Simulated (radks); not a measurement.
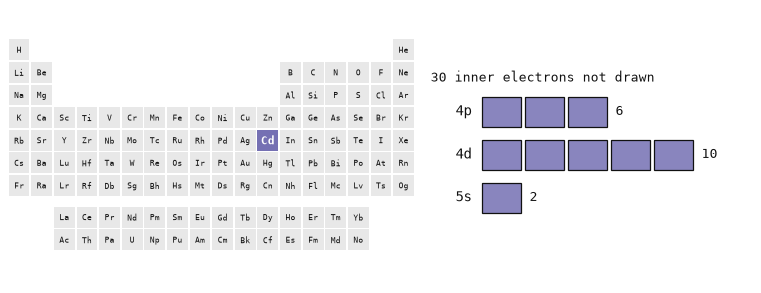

Left, the place of cadmium in the periodic table; right, the outer shells as the input fills them: a box for each of the 2l + 1 orbitals, shaded by the share of the shell that is filled, with the electron count at the right.

Run report: Cd, atomic calculation

Cd, configuration [Kr] 4d10 5s2. Level asked for: scalar-relativistic Kohn-Sham, SCAN, spin-polarised, spherical densities, finite nucleus (radks).

**Input file**
```
Z 48
configuration [Kr] 4d10 5s2
relativity scalar-relativistic
functional scan,scan
spin polarised
nucleus finite rms 4.6087 fm
c 137.035999084
```

Energies in input and log are in hartree, lengths in bohr (the nuclear radius in fm).

Launched within a batch (the task file carries these settings):
```bash
python <driver script> task.json out
```

**Log**
```
1s      1   1.0000        -976.64121452
2s      1   1.0000        -145.57118458
2p      1   3.0000        -130.48812405
3s      1   1.0000         -27.36809335
3p      1   3.0000         -22.37524632
3d      1   5.0000         -14.59655159
4s      1   1.0000          -4.01062704
4p      1   3.0000          -2.53980061
4d      1   5.0000          -0.44521952
5s      1   1.0000          -0.21935091
1s      2   1.0000        -976.64121454
2s      2   1.0000        -145.57118448
2p      2   3.0000        -130.48812397
3s      2   1.0000         -27.36809331
3p      2   3.0000         -22.37524627
3d      2   5.0000         -14.59655150
4s      2   1.0000          -4.01062661
4p      2   3.0000          -2.53980018
4d      2   5.0000          -0.44522247
5s      2   1.0000          -0.21934766
Etot -5595.694078290038
Ekin 5822.763032310826
Encl -13528.829551014791
Eh 2265.6328626606974
Exc -155.26042224677036
err 0.01279941940564656
it 170
```

**What the run reported**

```
                   quantity                      value
                    outcome              not converged
               total energy         −5595.6941 hartree
             kinetic energy          5822.7630 hartree
    electron–nucleus energy        −13528.8296 hartree
             Hartree energy          2265.6329 hartree
exchange–correlation energy        −155.260422 hartree
             SCF iterations                        170
                   hardware  1 CPU thread, shared host
                  wall time                      3.8 s
```

**What went wrong**

The run did not meet its convergence test in 170 iterations, so its last values are not results.
